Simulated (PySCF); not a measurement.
SMILES C/C=C\C at its GFN2-xTB optimised geometry (Å):

```
12

C      1.4799    -0.9966     0.0000
C     -0.0142    -0.9966     0.0000
C     -0.8249     0.0500     0.0000
C     -0.4508     1.4965     0.0008
H      1.8492    -1.5412     0.8692
H      1.8485    -1.5082    -0.8893
H      1.8939     0.0068     0.0182
H     -0.4523    -1.9876    -0.0017
H     -1.8939    -0.1262    -0.0009
H     -0.8770     1.9876     0.8757
H     -0.8624     1.9846    -0.8828
H      0.6242     1.6458     0.0092
```

Method: PBE0/def2-TZVP in PySCF. Cells within 0.4 Å of a nucleus heavier than hydrogen are left out (blank, or x).

Map of the deformation density (molecule minus spherical neutral atoms) (e/bohr³) on the plane z = 0.0 Å:

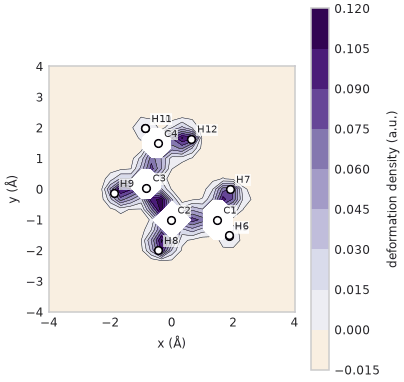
Deformation density (molecule minus spherical neutral atoms) (e/bohr³) on the plane z = 0.0 Å.
